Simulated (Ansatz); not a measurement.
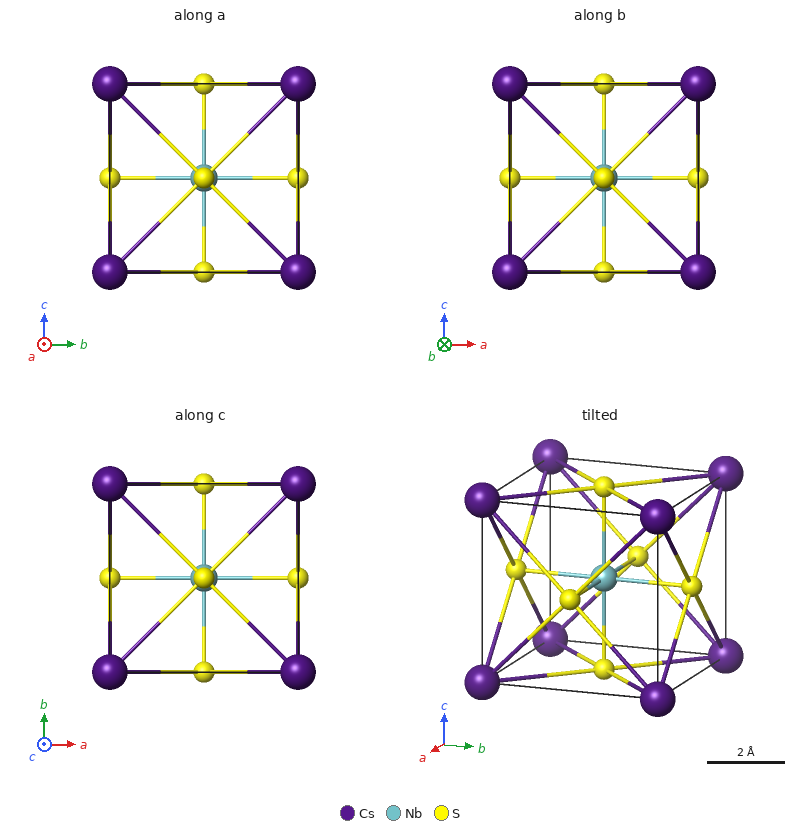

The image is a ball-and-stick drawing of a crystal, viewed along the a axis, along the b axis, along the c axis and slightly off an axis. The wireframe shows the conventional unit cell.

Lattice parameters: a = 4.9453 Å, b = 4.9453 Å, c = 4.9453 Å, α = 90.000°, β = 90.000°, γ = 90.000°.

### Convert the drawing into a CIF in P1 with every atom of the cell.

```cif
data_structure
_symmetry_space_group_name_H-M 'P 1'
_symmetry_Int_Tables_number 1
_cell_length_a 4.9453
_cell_length_b 4.9453
_cell_length_c 4.9453
_cell_angle_alpha 90.000
_cell_angle_beta 90.000
_cell_angle_gamma 90.000
_cell_volume 120.94
loop_
_atom_site_label
_atom_site_type_symbol
_atom_site_fract_x
_atom_site_fract_y
_atom_site_fract_z
_atom_site_occupancy
Cs1 Cs 0.0000 0.0000 0.0000 1
Nb1 Nb 0.5000 0.5000 0.5000 1
S1 S 0.5000 0.5000 0.0000 1
S2 S 0.5000 0.0000 0.5000 1
S3 S 0.0000 0.5000 0.5000 1
```

Starting structure: a structure type filled with these elements by a generator (whether the compound takes this form wasn't checked). Earlier steps of the study may have refined or changed the cell and positions. A calculation with Ansatz used it as input.
